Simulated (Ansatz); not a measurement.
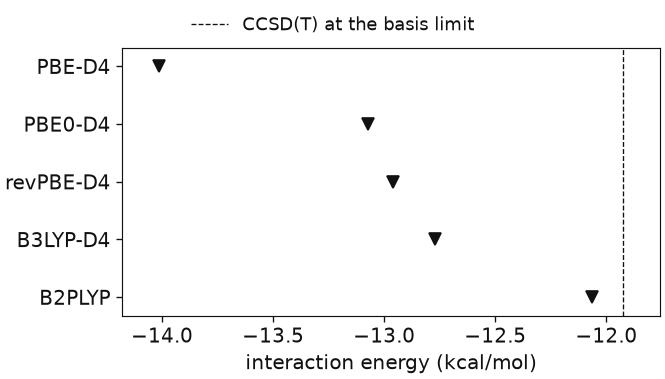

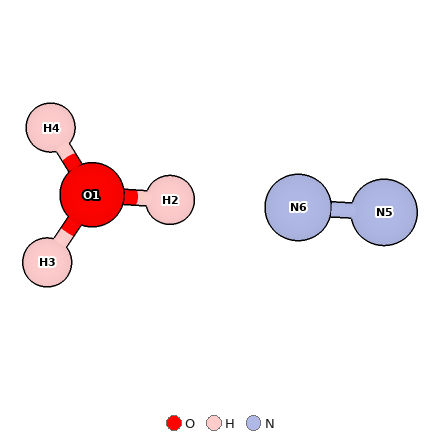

Counterpoise interaction energy of the pair H₃O⁺ and N₂ (SMILES [OH3+].N#N) at one optimised PBE0-D4 geometry, drawn, with the closest contact H2···N6 1.64 Å (H···H pairs aside; other arrangements can bind more strongly; the cost of deforming the partners isn't counted), def2-TZVPPD, the Ansatz code; cores frozen in correlated methods. The line takes HF and MP2 limits from def2-TZVPPD and QZVPPD, and the coupled-cluster step in TZVPPD. B2PLYP holds a correlation term that converges slowly with the basis, so part of the distance to the limit is basis error. No dispersion term is added to B2PLYP.

**What range do the values span, the line included?**

From −14.01 kcal/mol (PBE-D4) to −11.92 kcal/mol (CCSD(T) at the basis limit).

**Give the values.**

| level | kcal/mol | less CCSD(T) at the basis limit |
| --- | --- | --- |
| PBE-D4 | −14.01 | −2.09 |
| PBE0-D4 | −13.07 | −1.15 |
| revPBE-D4 | −12.96 | −1.04 |
| B3LYP-D4 | −12.77 | −0.85 |
| B2PLYP | −12.06 | −0.14 |
| CCSD(T) at the basis limit | −11.92 | 0.00 |
